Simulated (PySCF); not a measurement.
## Electronic structure of CaF (doublet) in real space

```xyz
2

Ca    0.0000    0.0000   -0.6325
F     0.0000    0.0000    1.3305
```

All numbers below come from PBE0/def2-SVPD, non-relativistic Hamiltonian with scalar-relativistic core potentials where named, at a bond length of 1.963 Å (PySCF 2.14.0).

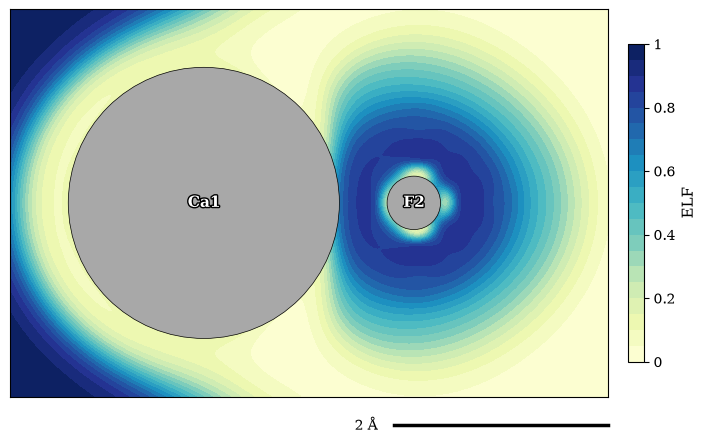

Figure 1. Electron localisation function on a plane that holds the molecular axis. Grey discs cover the atomic cores.

Interpret the plot.

The section cuts through Ca and F sites.
Ca–F (1.96 Å): the ELF peaks at about 0.85 in the valence shell of F, 0.5 Å from its nucleus, and drops to about 0.10 between the two atoms; a closed-shell, largely ionic contact.

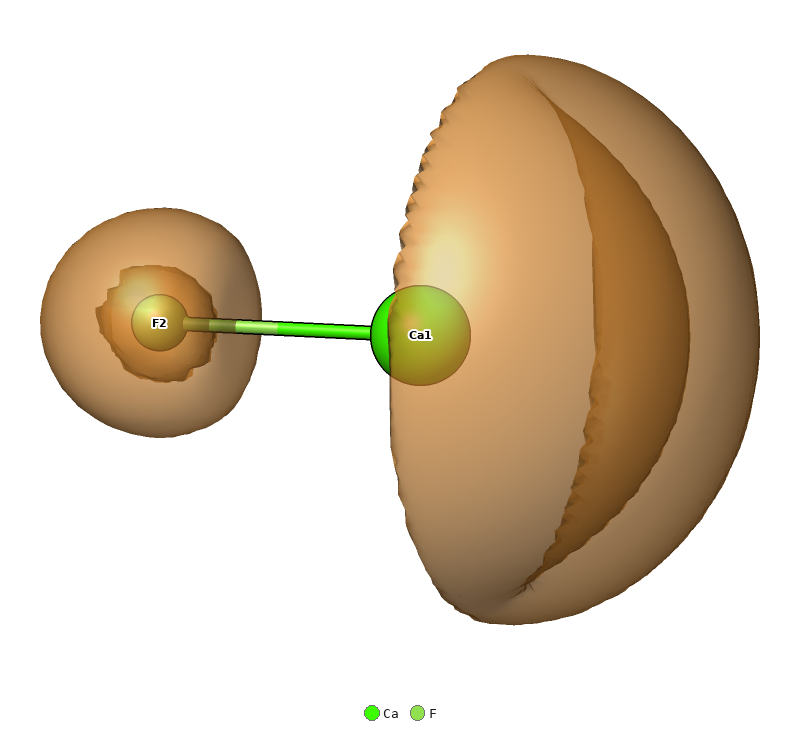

Figure 2. Isosurface of the ELF at 0.75 (orange), seen from one side. Only the valence region is drawn (cores and ρ < 0.01 e/Å³ removed).

What do the ELF domains correspond to?

At this value the surface marks out one region wrapped around Ca (its valence shell) and one region wrapped around F (its valence shell).

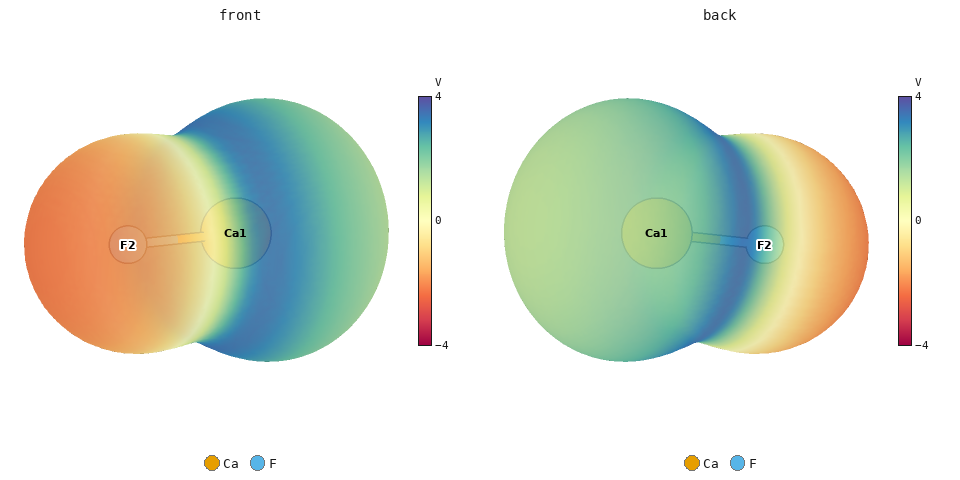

Figure 3. The molecular electrostatic potential painted on the density surface at 0.002 e/bohr³, seen from the front and from behind; the colour scale runs from red (negative) to blue (positive).

Describe the electrostatic potential map.

The most negative region (about −2.2 V) lies over F2, the most positive (about +3.4 V) over Ca1.
